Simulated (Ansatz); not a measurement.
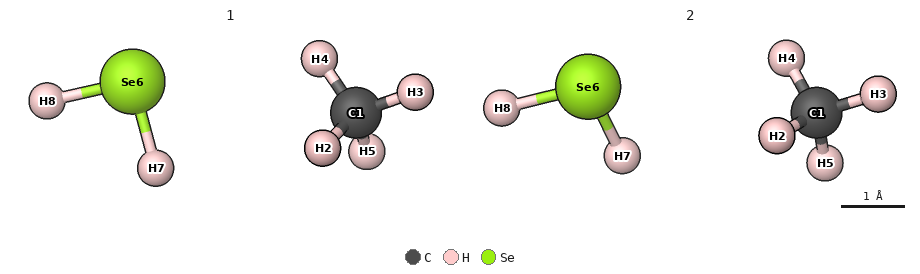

Two geometries of CH$_{6}$Se (coarse preliminary run), drawn at one scale. One is the start of a relaxation, the other its converged end. The picture is a ball-and-stick view, seen face on.

The calculation used Ansatz 0.2.0, RKS PBE-D4/def2-SVP. Settings: force threshold 0.03 eV/Å; at most 250 steps.

### Which geometry has the lower energy?

Structure 2 is the relaxed one. The energy falls by 0.096 eV in 14 accepted moves (17 points after the start). Largest force component: 1.3 eV/Å at the start, 0.02 eV/Å at the end. The line search rejected the trial steps at points 5, 10, 12 of the run. The forces were under the threshold at step 3, but the run went on from there. The largest move after the best rigid fit is that of H7, 0.54 Å. Largest moves by element: H 0.54 Å, Se 0.29 Å, C 0.02 Å. Some distances before and after: Se6–H8 1.433 → 1.485 Å, Se6–H7 1.437 → 1.484 Å, C1–H2 1.084 → 1.106 Å.

Limits of the set-up: the start holds two separate molecules, 2.9 Å apart at their closest, whose relative position is a soft coordinate.
